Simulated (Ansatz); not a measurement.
## Energy against volume for BN (wurtzite)

BN (wurtzite)

```
BN
1.0
    2.55453     0.00000     0.00000
   -1.27726     2.21229     0.00000
    0.00000     0.00000     4.22457
B N
2 2
Direct
  0.66667   0.33333   0.99991
  0.33333   0.66667   0.49991
  0.66667   0.33333   0.62529
  0.33333   0.66667   0.12529
```

Equation-of-state scan: isotropic scaling of the cell above, V₀ being its volume. The atoms relax within the cell's symmetry.

All values below come from PBE (plane waves to 420 eV, PAW, scalar-relativistic; Ansatz, a program for electronic structure). k mesh 15×15×8 (Γ-centred), Fermi-Dirac smearing 0.05 eV. E stands for the smeared free energy. Compression counts positive. With the shape held, the modulus is that of even scaling; a crystal free to change shape is softer. BN was relaxed with its symmetry unable to fall. ΔE is measured from the relaxed starting cell.

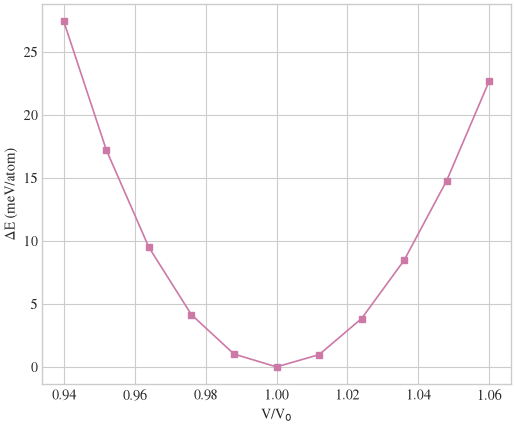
ΔE (meV/atom) against V/V₀; one marker a computed point.

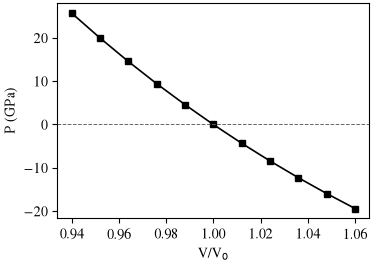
Figure: P (GPa) against V/V₀; markers are the computed points, lines only join them.

The pressure for 5 % compression (fit) is 20.9 GPa and the energy cost of the largest compression is 27.4 meV/atom. The pressure at the smallest volume comes out as 25.7 GPa, the pressure derivative B₀′ (fit) comes out as 3.7 and the bulk modulus at fixed cell shape B₀ (third-order Birch-Murnaghan fit) comes out as 371 GPa.

P = (3B₀/2)(x⁷ − x⁵)[1 + ¾(B₀′ − 4)(x² − 1)] with x = (1/0.95)^(1/3), B₀ = 371 GPa and B₀′ = 3.70.

(A scan under strain: stresses follow from slopes of the energy per volume, elastic moduli from its curvatures.)
